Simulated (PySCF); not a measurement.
# C3H8BFO: the cost of one run

Computed with PySCF 2.14.0, with density-fitted response routines of our own, on a single molecule in the gas phase. Atoms count from 0, in the outputs and in this text.

### Step 1. The starting structure

14 atoms, charge 0, multiplicity 1; geometry from: GFN2-xTB. The atoms were then displaced at random by about 0.01 Å, so the start is not that level's minimum.

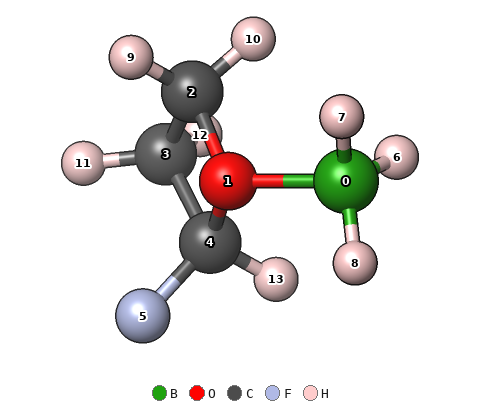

The starting geometry (boron green, oxygen red, carbon dark grey, fluorine light blue, hydrogen pink), atoms numbered.

### Step 2. Relaxing the molecule at PBE0-D3(BJ)/def2-SVP

What the job is given:

```
{"job": {"xc": "PBE0", "basis": "def2-SVP", "d3": "d3bj", "grid": 1, "shake": 0.01, "kind": "geom"}, "charge": 0, "multiplicity": 1}
B      1.888790    -0.291800     0.068520
O      0.357920     0.174170     0.553830
C     -0.383000     1.096060    -0.293310
C     -1.513360     0.131480    -0.352100
C     -0.653810    -0.807370     0.458030
F     -1.136820    -1.087250     1.702050
H      1.742890    -0.680430    -1.048610
H      2.497250     0.748860     0.131020
H      2.176300    -1.087690     0.871400
H     -0.531180     2.044070     0.239830
H      0.148810     1.258060    -1.219860
H     -2.428700     0.447190     0.199160
H     -1.843790    -0.222380    -1.345690
H     -0.328460    -1.738060     0.027970
```

Run with:

```console
$ OMP_NUM_THREADS=1 python probes_run.py task.json out
```

The driver reads the jobs from task.json and runs them one after another.

Q: Estimate the wall time and peak memory of this first job on 1 thread of Arm Neoverse N1, shared host.

About 72 s, with a peak of 0.5 GiB.
